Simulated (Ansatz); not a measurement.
**SiAsH₂ (quartet): RPA-PBE over vertical spin and charge gaps, cc-pVTZ**

Aim: run SiAsH₂ (quartet) with these functionals over vertical spin and charge gaps, and hold them against the top wave-function level at the same points.

Computed with Ansatz 0.2.0, Gaussian basis. Level: cc-pVTZ, all electrons in the functionals, frozen cores in the correlation of double hybrids and RPA.

To be run: RPA-PBE, at charge 0, quartet; charge 0, doublet; charge 0, sextet; charge 1, triplet; charge 1, quintet.

5 further runs of the same task are left out: 5 set aside as unsound or not needed.

## 1. The system

The geometry is a PBE0/def2-TZVP stationary point (not a proven minimum). No spin-orbit coupling is included. The filled d shell of As may be among the frozen orbitals whatever the setting's name suggests; the logs give the count.

4 atoms, charge 0, spin multiplicity 4.

Atoms are counted from 1 here; the program's logs count them from 0.

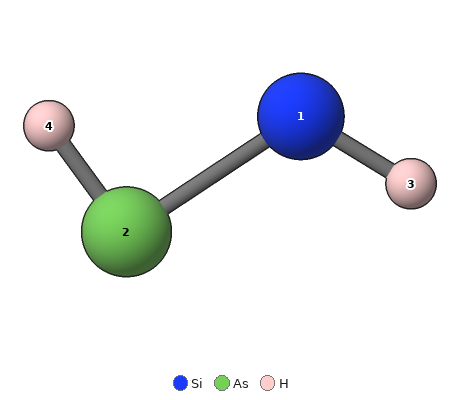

The geometry (silicon blue, arsenic green, hydrogen pink); atoms are numbered from 1 in the order of the file.

Coordinates:

```
atom   x (Å)    y (Å)    z (Å)
 Si1  0.0000  -0.1255   1.7465
 As2  0.0000   0.0508  -0.6765
  H3  0.0000   1.1822   2.4746
  H4  0.0000  -1.4642  -0.8530
```

No dispersion term is added.

The geometry shown and the zero of energy belong to the point charge 0, quartet. The yardstick, UCCSDT(Q), and other wave-function levels (R restricted, U unrestricted, valence and pair active spaces) come from earlier runs.

## 2. RPA-PBE, charge 0, quartet

Contents of in.yaml:

```yaml
crystal:
  periodic: [false, false, false]
  atoms:
    - {symbol: Si, position_ang: [0.000000, -0.125451, 1.746470]}
    - {symbol: As, position_ang: [0.000000, 0.050822, -0.676507]}
    - {symbol: H, position_ang: [0.000000, 1.182184, 2.474574]}
    - {symbol: H, position_ang: [0.000000, -1.464222, -0.852954]}
basis:
  gaussian: {orbitals: cc-pVTZ}
magnetization: {spin_polarized: true, initial_magnetization: 3}
hamiltonian: {xc: {name: PBE}}
correlation: {method: rpa, electrons: outside_noble_gas}
```

Run with:

```
$ ansatz run in.yaml --threads 2 --pin off --events-out ev --progress --plain --max-ram 24576MiB --backend cuda --devices 0, --max-vram 18GiB
```

What it wrote:

```text
Functional definition: PBE
  name "PBE"
  cite "Perdew, Burke & Ernzerhof, Phys. Rev. Lett. 77, 3865 (1996) doi:10.1103/PhysRevLett.77.3865"
  parent pbe
  parameter kappa = 0.804
  parameter beta = 0.06672455060314922
  exchange = pbe_x(kappa = kappa, mu = beta*pi^2/3)
  correlation = pbe_c(beta = beta)
645 factors; integrals over basis functions are off by at most 1.4e-3 eV
mean field evaluation 1: about -68735.3997 eV, gradient 1.2e1 eV
mean field evaluation 2: about -68735.3921 eV, gradient 1.2e1 eV
mean field evaluation 4: about -68736.1363 eV, gradient 4.7e0 eV
mean field evaluation 8: about -68736.3231 eV, gradient 9.8e-2 eV
mean field evaluation 16: about -68736.3232 eV, gradient 5.5e-5 eV
mean field -68736.32315726 eV, -2526.0132848762 hartree, gradient 3.8e-6 eV, S^2 3.756350; 0 other end points of the search recorded, 0 dependent functions left out
19 core orbitals not correlated: weight in the atoms' cores, before any rotation towards them, 0.999 or more for the frozen orbitals, at most 0.000 for the correlated occupied ones
reference -68688.02050158 eV, -2524.2381950205 hartree; 7, 4 occupied and 79, 82 virtual orbitals, 645 factors
Total energy: -68699.16333810 eV, -2524.6476867100 hartree
```

It took 11 s on 1 × H100 (card shared with other runs) with 2 threads of AMD EPYC 7R13, shared host; peak host memory 0.85 GiB.

From the report: ⟨S²⟩ of the determinant 3.756 (pure quartet: 3.75).

## 3. RPA-PBE, charge 0, doublet

Changes to in.yaml since step 2:

```diff
@@ -9,3 +9,3 @@
   gaussian: {orbitals: cc-pVTZ}
-magnetization: {spin_polarized: true, initial_magnetization: 3}
+magnetization: {spin_polarized: true, initial_magnetization: 1}
 hamiltonian: {xc: {name: PBE}}
```

Launched as before.

What it wrote, shortened:

```text
Functional definition: PBE
  name "PBE"
  cite "Perdew, Burke & Ernzerhof, Phys. Rev. Lett. 77, 3865 (1996) doi:10.1103/PhysRevLett.77.3865"
  parent pbe
[...]
645 factors; integrals over basis functions are off by at most 1.4e-3 eV
[...]
mean field -68737.59330477 eV, -2526.0599619361 hartree, gradient 7.9e-6 eV, S^2 0.773893; 9 other end points of the search recorded, 0 dependent functions left out
19 core orbitals not correlated: weight in the atoms' cores, before any rotation towards them, 1.000 or more for the frozen orbitals, at most 0.000 for the correlated occupied ones
reference -68687.95544139 eV, -2524.2358041027 hartree; 6, 5 occupied and 80, 81 virtual orbitals, 645 factors
Total energy: -68700.44088493 eV, -2524.6946356900 hartree
```

Run time: 17 s. Hardware: 1 × H100 (card shared with other runs) with 2 threads of AMD EPYC 7R13, shared host; peak host memory 0.85 GiB.

From the report: ⟨S²⟩ of the determinant 0.774 (pure doublet: 0.75).

From charge 0, quartet: -29.5 kcal/mol.

## 4. RPA-PBE, charge 0, sextet

Changes to in.yaml since step 3:

```diff
@@ -9,3 +9,3 @@
   gaussian: {orbitals: cc-pVTZ}
-magnetization: {spin_polarized: true, initial_magnetization: 1}
+magnetization: {spin_polarized: true, initial_magnetization: 5}
 hamiltonian: {xc: {name: PBE}}
```

The command is unchanged.

What it wrote, shortened:

```text
Functional definition: PBE
  name "PBE"
  cite "Perdew, Burke & Ernzerhof, Phys. Rev. Lett. 77, 3865 (1996) doi:10.1103/PhysRevLett.77.3865"
  parent pbe
[...]
645 factors; integrals over basis functions are off by at most 1.4e-3 eV
[...]
mean field -68730.75009896 eV, -2525.8084787612 hartree, gradient 6.9e-6 eV, S^2 8.755357; 8 other end points of the search recorded, 0 dependent functions left out
19 core orbitals not correlated: weight in the atoms' cores, before any rotation towards them, 1.000 or more for the frozen orbitals, at most 0.000 for the correlated occupied ones
reference -68682.80088755 eV, -2524.0463777428 hartree; 8, 3 occupied and 78, 83 virtual orbitals, 645 factors
Total energy: -68693.50090102 eV, -2524.4395959854 hartree
```

It took 16 s on 1 × H100 (card shared with other runs) with 2 threads of AMD EPYC 7R13, shared host; peak host memory 0.84 GiB.

From the report: ⟨S²⟩ of the determinant 8.755 (pure sextet: 8.75).

From charge 0, quartet: +130.6 kcal/mol.

## 5. RPA-PBE, charge 1, triplet

Changes to in.yaml since step 4:

```diff
@@ -9,3 +9,4 @@
   gaussian: {orbitals: cc-pVTZ}
-magnetization: {spin_polarized: true, initial_magnetization: 5}
+total_charge: 1
+magnetization: {spin_polarized: true, initial_magnetization: 2}
 hamiltonian: {xc: {name: PBE}}
```

The command is unchanged.

What it wrote, shortened:

```text
Functional definition: PBE
  name "PBE"
  cite "Perdew, Burke & Ernzerhof, Phys. Rev. Lett. 77, 3865 (1996) doi:10.1103/PhysRevLett.77.3865"
  parent pbe
[...]
645 factors; integrals over basis functions are off by at most 1.4e-3 eV
[...]
mean field -68729.32725822 eV, -2525.7561903282 hartree, gradient 5.5e-6 eV, S^2 2.004122; 0 other end points of the search recorded, 0 dependent functions left out
19 core orbitals not correlated: weight in the atoms' cores, before any rotation towards them, 0.999 or more for the frozen orbitals, at most 0.000 for the correlated occupied ones
reference -68681.05980269 eV, -2523.9823940547 hartree; 6, 4 occupied and 80, 82 virtual orbitals, 645 factors
Total energy: -68691.98009702 eV, -2524.3837074690 hartree
```

Run time: 8.5 s. Hardware: 1 × H100 (card shared with other runs) with 2 threads of AMD EPYC 7R13, shared host; peak host memory 0.85 GiB.

From the report: ⟨S²⟩ of the determinant 2.004 (pure triplet: 2.00).

From charge 0, quartet: +165.6 kcal/mol.

## 6. RPA-PBE, charge 1, quintet

Changes to in.yaml since step 5:

```diff
@@ -10,3 +10,3 @@
 total_charge: 1
-magnetization: {spin_polarized: true, initial_magnetization: 2}
+magnetization: {spin_polarized: true, initial_magnetization: 4}
 hamiltonian: {xc: {name: PBE}}
```

The command is unchanged.

What it wrote, shortened:

```text
Functional definition: PBE
  name "PBE"
  cite "Perdew, Burke & Ernzerhof, Phys. Rev. Lett. 77, 3865 (1996) doi:10.1103/PhysRevLett.77.3865"
  parent pbe
[...]
645 factors; integrals over basis functions are off by at most 1.4e-3 eV
[...]
mean field -68726.11125604 eV, -2525.6380044283 hartree, gradient 9.1e-6 eV, S^2 6.005202; 2 other end points of the search recorded, 0 dependent functions left out
19 core orbitals not correlated: weight in the atoms' cores, before any rotation towards them, 1.000 or more for the frozen orbitals, at most 0.000 for the correlated occupied ones
reference -68678.87293991 eV, -2523.9020283296 hartree; 7, 3 occupied and 79, 83 virtual orbitals, 645 factors
Total energy: -68688.80890617 eV, -2524.2671683548 hartree
```

It took 2.8 s on 1 × H100 (card shared with other runs) with 2 threads of AMD EPYC 7R13, shared host; peak host memory 0.85 GiB.

From the report: ⟨S²⟩ of the determinant 6.005 (pure quintet: 6.00).

From charge 0, quartet: +238.8 kcal/mol.

## 7. Against the wave-function levels

The yardstick is UCCSDT(Q), where the cluster series has nearly closed. It comes from earlier runs at the same points. Energies in kcal/mol, counted from charge 0, quartet; blanks weren't run or aren't comparable.

```
    level  quartet to doublet  quartet to sextet  ionisation to the triplet cation  ionisation to the quintet cation
UCCSDT(Q)                                  129.5                             162.3                             233.5
  RPA-PBE               -29.5              130.6                             165.6                             238.8
```

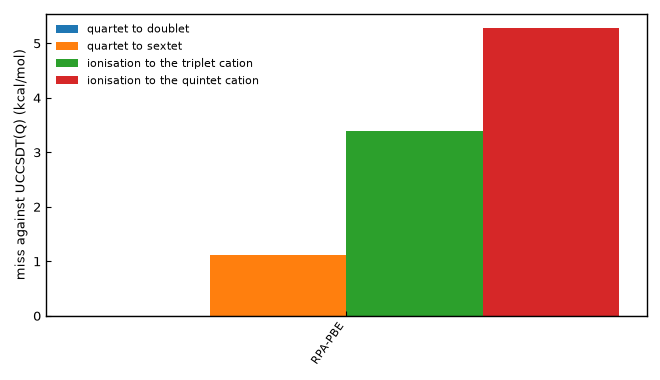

Misses of the gaps against UCCSDT(Q).

Largest miss and mean time a point (UCCSDT(Q) took 23 s a point; shared hosts):

```
  level  largest miss (kcal/mol)                             where  time a point
RPA-PBE                     +5.3  ionisation to the quintet cation          11 s
```

## 8. Summary of results

| quantity | value |
| --- | --- |
| quartet to sextet, UCCSDT(Q) | 129.5 kcal/mol |
| ionisation to the triplet cation, UCCSDT(Q) | 162.3 kcal/mol |
| ionisation to the quintet cation, UCCSDT(Q) | 233.5 kcal/mol |
| largest miss, RPA-PBE | +5.3 kcal/mol (ionisation to the quintet cation) |

Misses are known at 3 of 4 points at best, and only functionals with that many are ranked. RPA-PBE strays by up to 5.3 kcal/mol, at ionisation to the quintet cation. Functionals and the yardstick converge differently with the basis, so part of each miss in cc-pVTZ is the basis.
